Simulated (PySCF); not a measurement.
System: C5H11ClOSi.

```xyz
19

C    -2.3812   -0.7155   -0.8748
C    -1.5587    0.5201   -0.5186
Si   -0.0726    0.1406    0.6092
C     0.8808    1.7660    0.9614
Cl    1.4804    2.4292   -0.5844
C     1.1147   -1.0681   -0.3020
C     2.4180   -1.0600    0.3979
O     2.7056   -1.7442    1.3440
H    -1.7760   -1.4423   -1.4105
H    -2.7671   -1.1909    0.0231
H    -3.2246   -0.4459   -1.5071
H    -1.2152    0.9960   -1.4392
H    -2.2067    1.2444   -0.0237
H    -0.4635   -0.4236    1.9076
H     0.2626    2.5378    1.4126
H     1.7513    1.6077    1.5925
H     0.6739   -2.0618   -0.2558
H     1.2323   -0.7638   -1.3394
H     3.1362   -0.3163   -0.0004
```

Geometry: GFN2-xTB.

Method: PBE0/pcSseg-1, SCF density, gas phase, non-relativistic (PySCF).

**What can the converged electron density and electron localisation function tell about the bonding?**

C–Si (1.90 Å): ρ is about 0.93 e/Å³ halfway; the ELF peaks at about 0.95 between the atoms: a shared electron pair.
C–H (1.09 Å): ρ at the midpoint is about 2 e/Å³; the ELF climbs to about 1 towards the hydrogen, as it does in any bond to H (a covalent bond by its length).
C–C (1.53 Å): ρ is about 1.6 e/Å³ halfway; the ELF peaks at about 0.95 between the atoms; a shared electron pair.

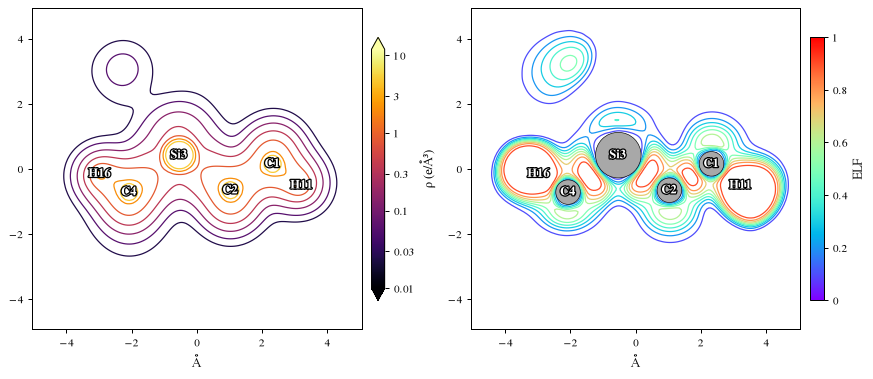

Computed electron density and electron localisation function on the plane of atoms C2, C1 and H11, in this order. Grey discs cover the atomic cores in the ELF map. 
